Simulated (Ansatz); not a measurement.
A hypothetical phase is included: elements placed on a structure type, which no database files for this compound.

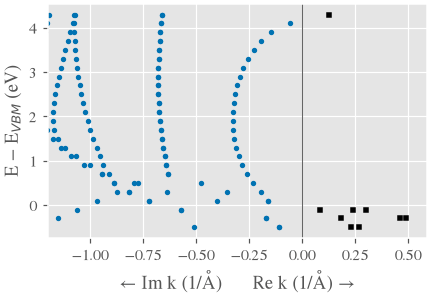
Figure. Complex bands at the centre of the two-dimensional zone; r2SCAN (Ansatz, a first-principles code)

No gap correction and no spin-orbit coupling; mid-gap is the computed energy nearest the middle.

Task: This is MgO (P4_2/mnm, 8 atoms a cell, 12.4 Å³ an atom) along the normal of (100). Read off the slowest decay at the centre of the two-dimensional zone at 2.10 eV, the computed energy nearest the middle of the gap.

Result: κ ≈ 0.33 1/Å, a decay length 1/(2κ) of the density of 1.5 Å.
